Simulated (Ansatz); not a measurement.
LiSm

```yaml
crystal:
  lattice:
    - [7.46491, 0.00000, 0.00000]
    - [0.00000, 7.46491, 0.00000]
    - [0.00000, 0.00000, 7.46491]
  atoms:
    - { symbol: Li, position: [0.00000, 0.00000, 0.00000] }
    - { symbol: Li, position: [0.50000, 0.50000, 0.00000] }
    - { symbol: Li, position: [0.50000, 0.00000, 0.50000] }
    - { symbol: Li, position: [0.00000, 0.50000, 0.50000] }
    - { symbol: Li, position: [0.25000, 0.25000, 0.25000] }
    - { symbol: Li, position: [0.75000, 0.75000, 0.25000] }
    - { symbol: Li, position: [0.75000, 0.25000, 0.75000] }
    - { symbol: Li, position: [0.25000, 0.75000, 0.75000] }
    - { symbol: Sm, position: [0.50000, 0.00000, 0.00000] }
    - { symbol: Sm, position: [0.00000, 0.50000, 0.00000] }
    - { symbol: Sm, position: [0.00000, 0.00000, 0.50000] }
    - { symbol: Sm, position: [0.50000, 0.50000, 0.50000] }
    - { symbol: Sm, position: [0.75000, 0.25000, 0.25000] }
    - { symbol: Sm, position: [0.25000, 0.75000, 0.25000] }
    - { symbol: Sm, position: [0.25000, 0.25000, 0.75000] }
    - { symbol: Sm, position: [0.75000, 0.75000, 0.75000] }
```

Space group Fd-3m; a structure generated by program, which may or may not match a known phase; computed without spin polarisation; no Hubbard U on the f states and no spin–orbit coupling.

Method: DFT PBE, scalar-relativistic, plane waves, PAW; 4f electrons in the core of a trivalent norm-conserving potential in Ansatz.

**What will maps of the valence pseudo-density and electron localisation function show?**

Li–Sm (3.23 Å): ρ is about 0.09 e/Å³ halfway, with its minimum of 0.06 e/Å³ about 1.0 Å from Li; the ELF is about 0.15 at the midpoint; no shared electron pair shows on this line.
Sm–Sm (3.23 Å): ρ is about 0.12 e/Å³ halfway; the ELF is about 0.05 at the midpoint (no shared electron pair shows on this line).

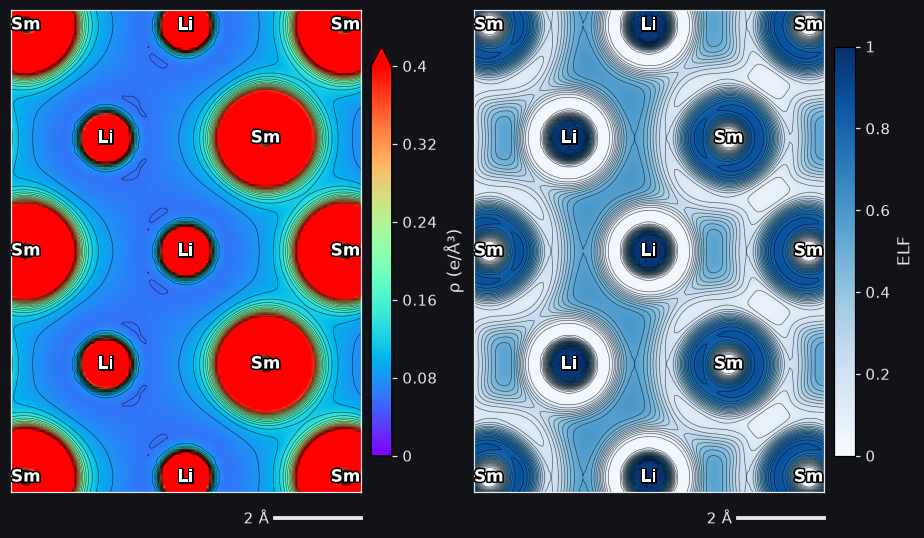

Computed valence pseudo-density and electron localisation function on the (011) plane of the conventional cell, in this order. 
